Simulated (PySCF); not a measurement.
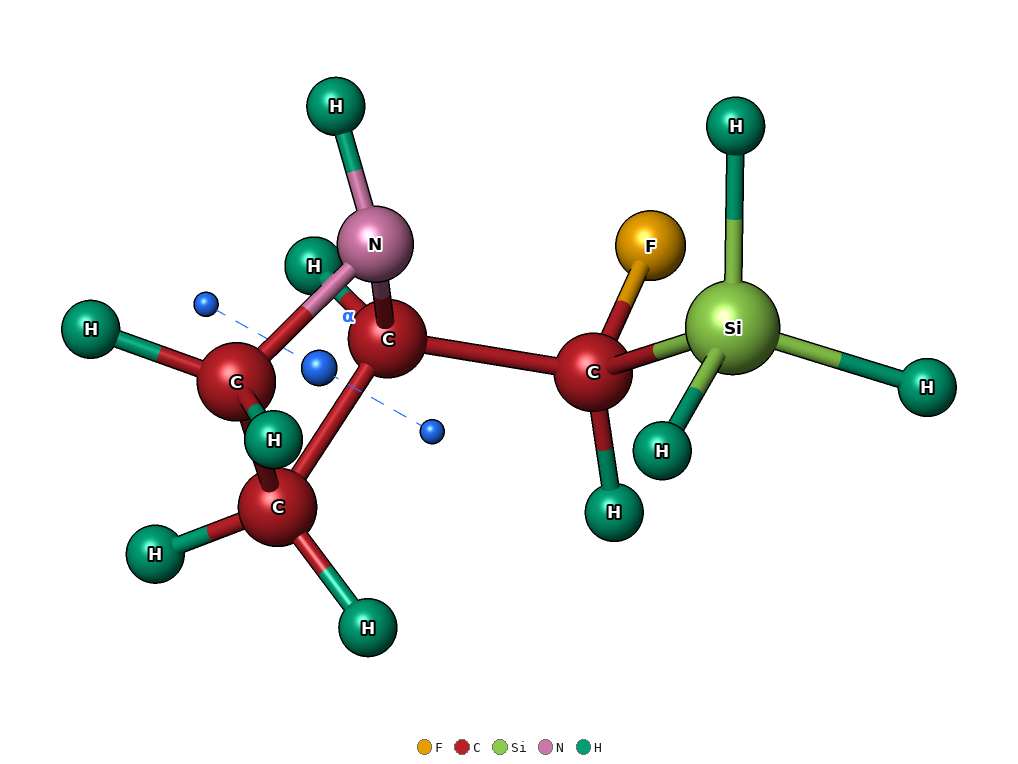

The small points mark where nucleus-independent chemical shifts (NICS) were computed: at the centre of each lettered ring and 1 Å above and below it. The computed structure is the end point of a GFN2-xTB optimisation. No frequency run is at hand to confirm it as a minimum. Method: GIAO PBE0/pcSseg-1 NMR shielding, non-relativistic, gas phase (PySCF 2.14.0).

Give NICS(0), NICS(1) and the out-of-plane component NICS(1)zz for each ring (means of the two sides).

```csv
ring,members,NICS(0),NICS(1),NICS(1)zz
α,C3N,−2.0,0.0,2.6
```

Values in ppm.

The geometry is semi-empirical. Around Si such bond lengths and angles can be off by a tenth of an ångström or more and by several degrees, and values that hang on the shape move with them.
